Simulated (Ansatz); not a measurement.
# How far to go with the k-point mesh: a (110) slab of CdAu (cut from a parent of space group no. 221; 8 atoms in the cell)

```yaml
crystal:
  lattice:
    - [3.35088, 0.00000, 0.00000]
    - [0.00000, 4.73886, 0.00000]
    - [0.00000, 0.00000, 21.10829]
  atoms:
    - { symbol: Cd, position: [0.00000, 0.00000, 0.33162] }
    - { symbol: Au, position: [0.50000, 0.50000, 0.33162] }
    - { symbol: Cd, position: [0.00000, 0.50000, 0.44387] }
    - { symbol: Au, position: [0.50000, 0.00000, 0.44387] }
    - { symbol: Cd, position: [0.00000, 0.00000, 0.55613] }
    - { symbol: Au, position: [0.50000, 0.50000, 0.55613] }
    - { symbol: Cd, position: [0.00000, 0.50000, 0.66838] }
    - { symbol: Au, position: [0.50000, 0.00000, 0.66838] }
```

Computed with LDA (PW92), default PAW files made with PBE (plane waves; Ansatz, a first-principles code).

Base settings: basis.ecutwfc = 420 eV; kpoints.mp_grid.grid = 5 3 1; hamiltonian.xc = lda; hamiltonian.pseudopotentials = {kind: paw} (the program's default PAW files); scf.occupations.method = fermi_dirac; scf.occupations.width = 0.1 eV.

Only quantities that move along the ladder and can be compared are tabulated.

The count of work is k-points × plane waves × bands × iterations; it is no time. Core times come from one kind of shared machine, to one figure; runs under 30 s give none.

The starting cell comes from a database of computed structures (which also holds hypothetical and non-ambient phases and stackings), without a prior relaxation at this level. The slab is cut from that crystal, and its faces are unrelaxed. Its lattice was rescaled by up to half a per cent. Without a gap this mesh is coarse (it stands for a supercell whose shortest in-plane vector is 14 Å).

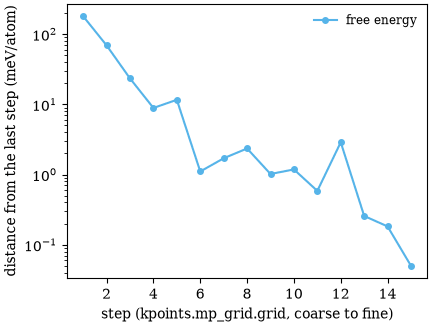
Fig. 1. Distance from the last step along the ladder; very small values are drawn at a floor.

```tsv
kpoints.mp_grid.grid	free energy less the last step's (meV/atom)	largest difference of a force vector from the last step's (eV/Å)	count of work / last	core time / last (rough)
2 2 1	179.72	0.617	0.044	–
3 2 1	-69.14	0.337	0.035	–
3 3 1	23.38	0.160	0.035	–
4 3 1	-8.88	0.157	0.053	–
5 3 1	-11.59	0.072	0.053	–
5 4 1	1.10	0.057	0.069	–
6 5 1	1.70	0.051	0.092	–
7 5 1	-2.35	0.056	0.092	–
8 6 1	1.02	0.034	0.15	0.2
10 7 1	1.18	0.022	0.18	0.2
11 8 1	-0.58	0.025	0.23	0.2
13 10 1	2.88	0.023	0.32	0.3
16 11 1	0.26	0.006	0.42	0.4
18 13 1	-0.18	0.002	0.54	0.5
22 15 1	0.03	0.004	0.74	0.7
25 18 1	0.00	0.000	1.0	1
```

Coarsest kpoints.mp_grid.grid that holds the free energy within 2 meV/atom of the last step, with all finer ones: 16 11 1, at 0.42 of the last step's count of work and about 0.4 of the last step's time; the step before is off by 2.9 meV/atom.

Coarsest kpoints.mp_grid.grid that holds the forces within 0.01 eV/Å of the last step, with all finer ones: 16 11 1, at 0.42 of the last step's count of work and about 0.4 of the last step's time; the step before is off by 0.023 eV/Å.

Keys are those of Ansatz 0.2.
